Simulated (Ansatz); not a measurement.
GePH7: several calculations on one system

Part 1: Relaxation

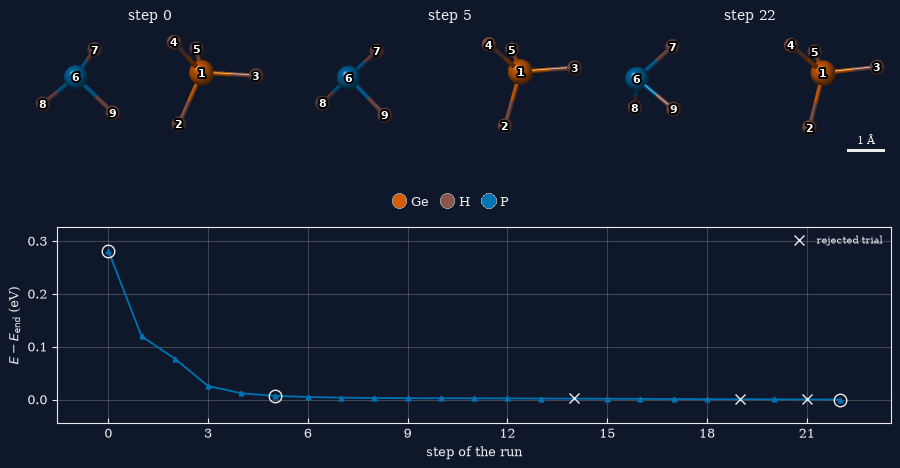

Frames of a relaxation of GePH7, marked on the history of the run. The picture is a ball-and-stick view, seen at a tilt.

The run prepares an end point of a later path (reaction) calculation, from a guessed geometry.

Theory: RKS revPBE/def2-SVP (Ansatz 0.2.0).

Input file:
```yaml
crystal:
  periodic: [false, false, false]
  atoms:
    - { symbol: Ge, position_ang: [0.311943, -0.008903, -0.145802] }
    - { symbol: H, position_ang: [0.292389, -0.077076, 1.403671] }
    - { symbol: H, position_ang: [1.767505, 0.161743, -0.670282] }
    - { symbol: H, position_ang: [-0.551143, 1.193516, -0.606204] }
    - { symbol: H, position_ang: [-0.281391, -1.328589, -0.706816] }
    - { symbol: P, position_ang: [-2.825666, 0.236525, 1.350128] }
    - { symbol: H, position_ang: [-2.817285, -0.882633, 0.436938] }
    - { symbol: H, position_ang: [-3.481835, -0.544338, 2.382673] }
    - { symbol: H, position_ang: [-1.520317, -0.062345, 1.845493] }
basis:
  gaussian: { orbitals: def2-SVP }
hamiltonian:
  xc: revpbe
relax:
  f_tol: 0.03
  max_steps: 50
```

Launched with:
```bash
ansatz run input.yaml --threads 2 --pin off --max-ram 3072MiB --backend cpu --events-out ev --progress --plain --runs-dir out
```

> What happens along the run?

After 19 accepted moves (22 points after the start) the energy has fallen by 0.282 eV. The largest force component goes from 0.72 to 0.025 eV/Å. The line search rejected the trial steps at points 14, 19, 21 of the run. The forces were under the threshold at step 12, but the run went on from there. The atom that moves furthest after the best rigid fit is H9 (1.17 Å). By element the largest moves are H 1.17 Å, P 1.10 Å, Ge 0.59 Å. Near-neighbour distances that change, for instance: Ge1–P6 3.485 → 5.169 Å, P6–H9 1.428 → 1.443 Å, P6–H8 1.451 → 1.443 Å, Ge1–H3 1.557 → 1.551 Å. Cost: 28 s on 2 threads of Arm Neoverse V1 (shared host), peak memory 0.12 GiB. From step 0 to 5: P and H atoms move most (0.78 Å), energy −0.275 eV. From step 5 to 22: H atoms move most (0.49 Å), energy −0.007 eV.

Part 2: Relaxation

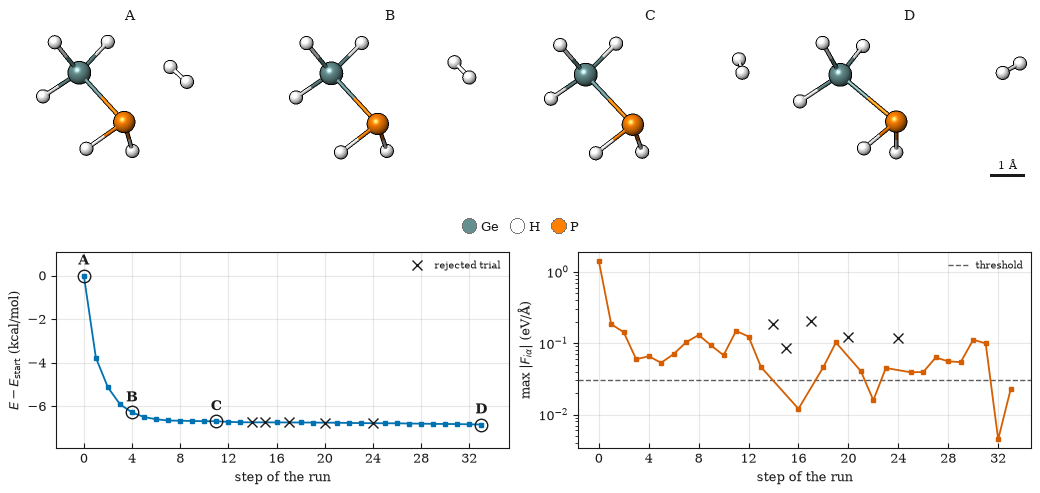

Frames of a relaxation of GePH7, marked on the history of the run. A ball-and-stick model, seen at a tilt.

The run prepares an end point of a later path (reaction) calculation, from a guessed geometry.

Theory: Ansatz, RKS revPBE/def2-SVP. Settings: no spin polarisation; force threshold 0.03 eV/Å; at most 50 steps.

Question: Describe the path.

Answer: After 28 accepted moves (33 points after the start) the energy has fallen by 6.84 kcal/mol. Largest force component: 1.4 eV/Å at the start, 0.023 eV/Å at the end. The line search rejected the trial steps at points 14, 15, 17, 20, 24 of the run. The forces were under the threshold at step 16, but the run went on from there. The largest move after the best rigid fit is that of an H atom, 2.07 Å. By element the largest moves are H 2.07 Å, Ge 0.57 Å, P 0.30 Å. Some distances before and after: Ge–P 2.294 → 2.362 Å, H–H 0.722 → 0.767 Å. Bond angles that change, for instance: H–Ge–P 111.1° → 107.9°. From step 0 to 4: an H atom moves most (0.78 Å), energy −6.29 kcal/mol. From step 4 to 11: an H atom moves most (0.78 Å), energy −0.41 kcal/mol. From step 11 to 33: an H atom moves most (0.68 Å), energy −0.15 kcal/mol.

Part 3: Path

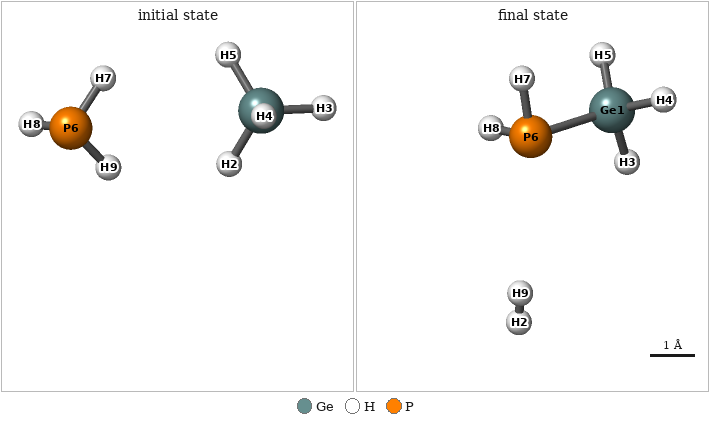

The two relaxed end points of a path for GePH₇, made up at the start of GeH$_{4}$ and PH$_{3}$. A ball-and-stick model, seen at a tilt.

These are results of Ansatz 0.2.0, RKS revPBE/def2-SVP, not measurements.

Run with 7 movable images; climbing image; force threshold 0.03 eV/Å; iteration limit 60.

Start:
```xyz
9

Ge    0.8523   -0.0533   -0.3851
H     1.1111   -0.1172    1.1429
H     2.1973    0.1505   -1.1299
H    -0.0975    1.1321   -0.6990
H     0.1967   -1.3787   -0.8534
P    -3.8125    0.1070    1.8347
H    -3.3600   -0.5071    0.6102
H    -3.7199   -1.1371    2.5604
H    -2.4733    0.4917    2.2091
```

End:
```xyz
9

Ge   -0.5419   -0.3326   -0.8702
H     0.0548    0.9889    4.3114
H     0.8254   -0.3595   -0.1319
H    -0.5866    0.9085   -1.8047
H    -0.6862   -1.6234   -1.7276
P    -2.2387   -0.0805    0.7538
H    -3.3001   -0.3645   -0.1820
H    -2.1534   -1.4568    1.1795
H    -0.4792    1.0079    3.7615
```

> Predict the minimum-energy path and its barrier.

Forward barrier 2.98 eV, backward barrier 2.96 eV, with image 4 at the top; the reaction energy is +0.02 eV. Breaking: Ge1–H2 (1.55 → 1.84 at the top → 5.38 Å), P6–H9 (1.44 → 1.83 at the top → 3.65 Å). Forming: Ge1–P6 (5.17 → 2.92 at the top → 2.36 Å), H2–H9 (3.79 → 1.08 at the top → 0.77 Å). The band converged in 31 iterations. The largest component of the band force went from 6.1 to 0.027 eV/Å. The climbing image converged on the top of the path. Its vibrational analysis gives one imaginary mode (1686i cm⁻¹), as a transition state must have.

Energies of the converged images:

| image | path (Å) | E (eV) |
| --- | --- | --- |
| 0 | 0.00 | 0.000 |
| 1 | 1.64 | -0.003 |
| 2 | 3.27 | 0.002 |
| 3 | 4.91 | 0.173 |
| 4 | 6.55 | 2.985 |
| 5 | 8.06 | 0.235 |
| 6 | 9.58 | 0.030 |
| 7 | 11.09 | 0.023 |
| 8 | 12.60 | 0.025 |

The geometry at the top of the path:

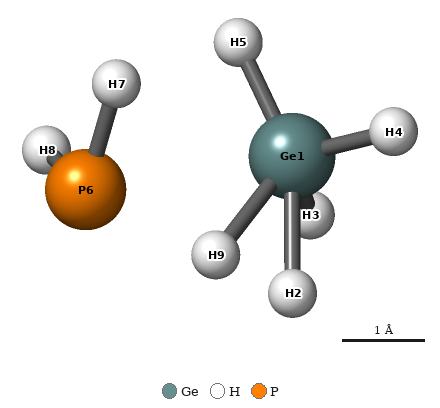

Limits of the set-up: the start holds two separate molecules, 3.8 Å apart at their closest, whose relative position is a soft coordinate and is computed without a dispersion correction.

The run took 4.8 min on 2 threads of Arm Neoverse V1, with other jobs on the host, peak memory 0.12 GiB.
